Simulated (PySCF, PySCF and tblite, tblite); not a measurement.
# C2H4O: conformers and averaged spectra

Which conformers does C2H4O (`CC=O`) populate, and what do their averaged NMR parameters look like?

Computed with tblite 0.8.0 (tight binding) and PySCF 2.14.0 (DFT, with response routines of our own); each step states its level. Atoms count from 0 throughout.

## 1. The molecule as given

7 atoms, charge 0, multiplicity 1; geometry from: MMFF94s geometry.

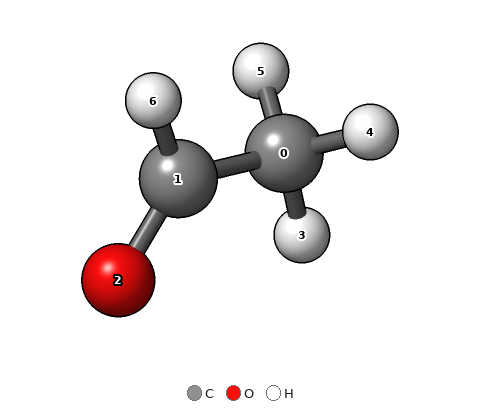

The starting geometry (carbon grey, oxygen red, hydrogen white), atoms numbered.

## 2. GFN2-xTB relaxation, conformer 1

Job settings and geometry (Å):

```
{"job": {"xc": "GFN2-xTB", "basis": "xTB", "kind": "relax"}, "charge": 0, "multiplicity": 1}
C     -0.622700    -0.070100     0.142500
C      0.814500     0.097800    -0.201700
O      1.639200    -0.829600    -0.141000
H     -0.839100    -1.094500     0.418400
H     -1.232700     0.195800    -0.722700
H     -0.886200     0.594100     0.973100
H      1.130400     1.111400    -0.495800
```

Command:

```sh
OMP_NUM_THREADS=1 python ens_run.py task.json out
```

This one command runs the whole study; its stages follow in the order run.

Output:

```text
step      E/eV     max force
  0    -281.73892    3.187
  1    -281.72739    4.261
  2    -281.81380    0.524
  3    -281.81640    0.133
  4    -281.81757    0.147
  5    -281.81843    0.187
  6    -281.81906    0.116
  7    -281.81943    0.066
  8    -281.81974    0.079
  9    -281.81994    0.065
 10    -281.82007    0.038
 11    -281.82007    0.038
 12    -281.82013    0.038
 13    -281.82022    0.020
 14    -281.82025    0.018
 15    -281.82030    0.012
 16    -281.82031    0.009
 17    -281.82032    0.009
 18    -281.82032    0.009
 19    -281.82033    0.010
 20    -281.82034    0.007
 21    -281.82034    0.003
```

It took 0.05 s on 1 thread of AMD EPYC 9R14, shared host.

Gain 0.081 eV; displacement 0.02 Å root mean square.

## 3. Shieldings, conformer 1: PBE0/pcSseg-1

Job settings and geometry (Å):

```
{"job": {"xc": "PBE0", "basis": "pcSseg-1", "kind": "nmr", "pop": true}, "charge": 0, "multiplicity": 1}
C     -0.624103    -0.076825     0.142287
C      0.826141     0.071300    -0.190158
O      1.643767    -0.802533    -0.151372
H     -0.853127    -1.100210     0.426660
H     -1.220569     0.211518    -0.721332
H     -0.875066     0.599958     0.957088
H      1.106290     1.101696    -0.490251
```

Output:

```text
coarse grid: 5744 points
cycle   1  E = -153.4975635636  dE =  3.337e-01  |g| = 7.372e-01  |ddm| = 2.163e+00
cycle   2  E = -153.1397834773  dE =  3.578e-01  |g| = 1.541e+00  |ddm| = 2.001e+00
cycle   3  E = -153.6043128431  dE = -4.645e-01  |g| = 1.087e-01  |ddm| = 1.547e+00
cycle   4  E = -153.6066945722  dE = -2.382e-03  |g| = 5.035e-02  |ddm| = 1.073e-01
cycle   5  E = -153.6072761485  dE = -5.816e-04  |g| = 6.696e-03  |ddm| = 3.562e-02
cycle   6  E = -153.6072847190  dE = -8.571e-06  |g| = 2.129e-03  |ddm| = 4.863e-03
final grid: 55112 points
cycle   7  E = -153.6357242648  dE =  6.273e-06  |g| = 1.271e-02  |ddm| = 1.413e-02
cycle   8  E = -153.6356369027  dE =  8.736e-05  |g| = 2.514e-02  |ddm| = 2.328e-02
cycle   9  E = -153.6357538805  dE = -1.170e-04  |g| = 1.322e-03  |ddm| = 1.623e-02
cycle  10  E = -153.6357542636  dE = -3.831e-07  |g| = 1.177e-04  |ddm| = 8.629e-04
cycle  11  E = -153.6357542670  dE = -3.335e-09  |g| = 1.819e-05  |ddm| = 1.353e-04
cycle  12  E = -153.6357542671  dE = -7.816e-11  |g| = 6.646e-06  |ddm| = 2.866e-05
converged SCF energy = -153.6357542671

GIAO shielding tensors (ppm)
atom      isotropic    diamagn.    paramagn.     s11        s22        s33       span
  0 C      152.484     252.978    -100.495    125.665    140.652    191.135     65.470
  1 C      -15.011     248.126    -263.138   -112.746    -32.436    100.147    212.893
  2 O     -380.162     398.461    -778.622  -1017.370   -466.691    343.576   1360.946
  3 H       29.679      30.248      -0.569     27.203     28.056     33.778      6.575
  4 H       29.508      30.012      -0.504     27.336     28.265     32.922      5.586
  5 H       29.509      30.013      -0.503     27.337     28.260     32.931      5.594
  6 H       21.691      28.518      -6.827     19.962     20.183     24.928      4.966
```

Run time: 2.2 s. Hardware: 1 thread of AMD EPYC 9R14, shared host.

This run: HOMO -7.46 eV, LUMO -0.54 eV; dipole 2.81 D.

## 4. Single-point energy, conformer 1: PBE0/def2-TZVP

Changed since step 3:

```diff
@@ -1,2 +1,2 @@
-{"job": {"xc": "PBE0", "basis": "pcSseg-1", "kind": "nmr", "pop": true}, "charge": 0, "multiplicity": 1}
+{"job": {"xc": "PBE0", "basis": "def2-TZVP", "kind": "sp"}, "charge": 0, "multiplicity": 1}
 C     -0.624103    -0.076825     0.142287
```

Output:

```text
coarse grid: 5744 points
cycle   1  E = -153.6049439124  dE =  3.298e-01  |g| = 7.499e-01  |ddm| = 1.869e+00
cycle   2  E = -153.2161371335  dE =  3.888e-01  |g| = 1.601e+00  |ddm| = 4.026e+00
cycle   3  E = -153.7141610363  dE = -4.980e-01  |g| = 1.151e-01  |ddm| = 3.432e+00
cycle   4  E = -153.7167321341  dE = -2.571e-03  |g| = 5.490e-02  |ddm| = 1.123e-01
cycle   5  E = -153.7174101551  dE = -6.780e-04  |g| = 6.885e-03  |ddm| = 3.388e-02
cycle   6  E = -153.7174194600  dE = -9.305e-06  |g| = 2.028e-03  |ddm| = 6.796e-03
final grid: 55112 points
cycle   7  E = -153.7127201036  dE = -9.322e-06  |g| = 1.189e-02  |ddm| = 2.996e-02
cycle   8  E = -153.7126436479  dE =  7.646e-05  |g| = 2.359e-02  |ddm| = 2.402e-02
cycle   9  E = -153.7127454771  dE = -1.018e-04  |g| = 1.430e-03  |ddm| = 1.815e-02
cycle  10  E = -153.7127459060  dE = -4.289e-07  |g| = 1.635e-04  |ddm| = 1.156e-03
cycle  11  E = -153.7127459124  dE = -6.362e-09  |g| = 2.434e-05  |ddm| = 1.325e-04
cycle  12  E = -153.7127459125  dE = -1.390e-10  |g| = 8.594e-06  |ddm| = 5.032e-05
converged SCF energy = -153.7127459125
```

It took 1.2 s on 1 thread of AMD EPYC 9R14, shared host.

Key values: HOMO -7.49 eV, LUMO -0.62 eV; dipole 2.80 D.

## 5. Couplings, conformer 1: B3LYP/pcJ-1

Changed since step 4:

```diff
@@ -1,2 +1,2 @@
-{"job": {"xc": "PBE0", "basis": "def2-TZVP", "kind": "sp"}, "charge": 0, "multiplicity": 1}
+{"job": {"xc": "B3LYP", "basis": "pcJ-1", "kind": "j"}, "charge": 0, "multiplicity": 1}
 C     -0.624103    -0.076825     0.142287
```

Output:

```text
coarse grid: 5744 points
cycle   1  E = -153.6821706129  dE =  3.150e-01  |g| = 8.009e-01  |ddm| = 1.985e+00
cycle   2  E = -153.1810945594  dE =  5.011e-01  |g| = 1.783e+00  |ddm| = 2.482e+00
cycle   3  E = -153.8017669488  dE = -6.207e-01  |g| = 1.445e-01  |ddm| = 2.025e+00
cycle   4  E = -153.8056894106  dE = -3.922e-03  |g| = 7.295e-02  |ddm| = 1.403e-01
cycle   5  E = -153.8068841199  dE = -1.195e-03  |g| = 8.905e-03  |ddm| = 4.702e-02
cycle   6  E = -153.8068996680  dE = -1.555e-05  |g| = 2.631e-03  |ddm| = 6.682e-03
cycle   7  E = -153.8069010446  dE = -1.377e-06  |g| = 7.312e-04  |ddm| = 3.096e-03
final grid: 55112 points
cycle   8  E = -153.8410468636  dE = -7.085e-05  |g| = 5.927e-03  |ddm| = 9.024e-03
cycle   9  E = -153.8410308983  dE =  1.597e-05  |g| = 1.084e-02  |ddm| = 9.027e-03
cycle  10  E = -153.8410529689  dE = -2.207e-05  |g| = 1.654e-03  |ddm| = 7.006e-03
cycle  11  E = -153.8410534710  dE = -5.021e-07  |g| = 3.311e-04  |ddm| = 1.460e-03
cycle  12  E = -153.8410534948  dE = -2.382e-08  |g| = 4.608e-05  |ddm| = 2.303e-04
cycle  13  E = -153.8410534953  dE = -4.746e-10  |g| = 1.173e-05  |ddm| = 4.900e-05
converged SCF energy = -153.8410534953

Indirect spin-spin couplings (Hz)
  i      j    bonds     total        FC       PSO       DSO        SD
  0 C    1 C    1     42.458    43.680    -2.083     0.193     0.667
  0 C    2 O    2     -0.306    -2.489     2.222     0.062    -0.102
  0 C    3 H    1    137.905   136.045     1.057     0.585     0.217
  0 C    4 H    1    130.779   128.630     1.383     0.571     0.194
  0 C    5 H    1    130.724   128.574     1.385     0.571     0.194
  0 C    6 H    2     30.274    30.581    -0.021    -0.322     0.036
  1 C    2 O    1     30.206    11.836    20.961    -0.033    -2.558
  1 C    3 H    2     -6.974    -6.539    -0.233    -0.202    -0.000
  1 C    4 H    2     -5.218    -5.235    -0.021    -0.120     0.158
  1 C    5 H    2     -5.243    -5.267    -0.016    -0.119     0.159
  1 C    6 H    1    171.191   170.878    -0.972     0.936     0.349
  2 O    3 H    3     -1.645    -2.386     0.653     0.085     0.004
  2 O    4 H    3     -2.701    -3.131     0.224     0.307    -0.101
  2 O    5 H    3     -2.697    -3.114     0.217     0.306    -0.106
  2 O    6 H    2     -4.553    -7.524     3.067     0.445    -0.542
  3 H    4 H    2    -12.744   -13.009     3.058    -2.981     0.188
  3 H    5 H    2    -12.834   -13.100     3.055    -2.977     0.189
  3 H    6 H    3      9.136     9.359     2.899    -3.079    -0.044
  4 H    5 H    2    -20.368   -20.733     2.959    -2.835     0.241
  4 H    6 H    3      0.776     0.781     0.585    -0.703     0.113
  5 H    6 H    3      0.754     0.761     0.596    -0.714     0.111
```

Run time: 3.7 s. Hardware: 1 thread of AMD EPYC 9R14, shared host.

Key values: HOMO -7.23 eV, LUMO -0.83 eV; dipole 2.78 D.

## 6. Boltzmann average: properties at PBE0/pcSseg-1

Job settings and geometry (Å):

```
{"job": {"study": "conf", "smiles": "CC=O", "search": {"seed": 6623, "n_embed": 45, "ff_keep": 10, "window": 3.0, "nmax": 10, "temps": [250, 273.15, 298.15, 323.15, 373.15], "t_ref": 298.15, "order": 0.001}, "level": {"nmr": {"xc": "PBE0", "basis": "pcSseg-1"}, "sp": {"xc": "PBE0", "basis": "def2-TZVP"}, "j": {"xc": "B3LYP", "basis": "pcJ-1"}}, "kind": "conf"}, "charge": 0, "multiplicity": 1}
C     -0.624103    -0.076825     0.142287
C      0.826141     0.071300    -0.190158
O      1.643767    -0.802533    -0.151372
H     -0.853127    -1.100210     0.426660
H     -1.220569     0.211518    -0.721332
H     -0.875066     0.599958     0.957088
H      1.106290     1.101696    -0.490251
```

Output:

```text
conformer  sym    E(xTB)   E(DFT)   G(298.15 K)  weight  dipole/D
    1     Cs      0.000    0.000    0.000   1.0000    2.797

mean shielding (ppm) by class
class atoms           250 K   273.15 K   298.15 K   323.15 K   373.15 K
  0 C  0            152.484    152.484    152.484    152.484    152.484
  1 C  1            -15.011    -15.011    -15.011    -15.011    -15.011
  2 O  2           -380.162   -380.162   -380.162   -380.162   -380.162
  3 H  3,4,5         29.565     29.565     29.565     29.565     29.565
  4 H  6             21.691     21.691     21.691     21.691     21.691
```

It took 7.4 s on 1 thread of AMD EPYC 9R14, shared host. This counts the runs that the step sums up.

The search (ETKDG and KDG, MMFF94s, GFN2-xTB) embedded 45 structures, kept 1 distinct ones after the force field and 1 after xTB; 1 was carried on (window 3.0 kcal/mol at the search's own energies). Energies: PBE0/def2-TZVP with D3(BJ).

Conformer by conformer (298 K):

| no. | group | mirror pair | ΔE xTB | ΔE DFT | ΔG | weight (%) | μ (D) | A, B, C (GHz) |
| --- | --- | --- | --- | --- | --- | --- | --- | --- |
| 1 | Cs | no | 0.00 | 0.00 | 0.00 | 100.0 | 2.80 | 58.44, 10.20, 9.17 |

Energies in kcal/mol. ΔG holds xTB vibrations and rotation, symmetry numbers and mirror pairs.

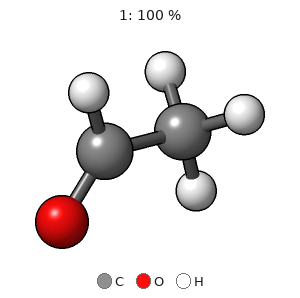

The one conformer.

Shifts against references run at the same level (13C TMS 186.9, 1H TMS 31.72, 17O H2O 336.1 ppm of shielding), by class of atoms, at 298 K:

| atoms | environment | average |
| --- | --- | --- |
| C1 | aldehyde carbonyl carbon | 201.9 |
| C0 | methyl carbon α to a carbonyl | 34.4 |
| H6 | hydrogen on an aldehyde carbonyl carbon | 10.03 |
| H3, H4, H5 | hydrogen on a methyl carbon α to a carbonyl | 2.15 |
| O2 | aldehyde oxygen | 716.2 |

Couplings (Hz, B3LYP/pcJ-1; one pair named for each class), from conformers that hold 100 % of the weight:

| pair | bonds | average |
| --- | --- | --- |
| C1–H6 | 1 | 171.2 |
| C0–H3 | 1 | 133.1 |
| C0–C1 | 1 | 42.5 |
| C1–O2 | 1 | 30.2 |
| C0–H6 | 2 | 30.3 |
| H3–H4 | 2 | -15.3 |
| C1–H3 | 2 | -5.8 |
| O2–H6 | 2 | -4.5 |
| H3–H6 | 3 | 3.6 |
| O2–H3 | 3 | -2.4 |

Effective distances for nuclear Overhauser effects, ⟨r⁻⁶⟩^(−1/6) over all pairs of two classes (Å): H3···H6 2.62.

## 7. Results

| quantity | value |
| --- | --- |
| conformers | 1; the first in weight is no. 1 (Cs), 100 % at 298 K |
| root-mean-square dipole | 2.80 D |
| averaged 13C shifts (PBE0/pcSseg-1) | 201.9, 34.4 ppm |
| averaged 1H shifts (PBE0/pcSseg-1) | 10.03, 2.15 ppm |

**Reading.** The search found one conformer in the window, so the averages are its own values.
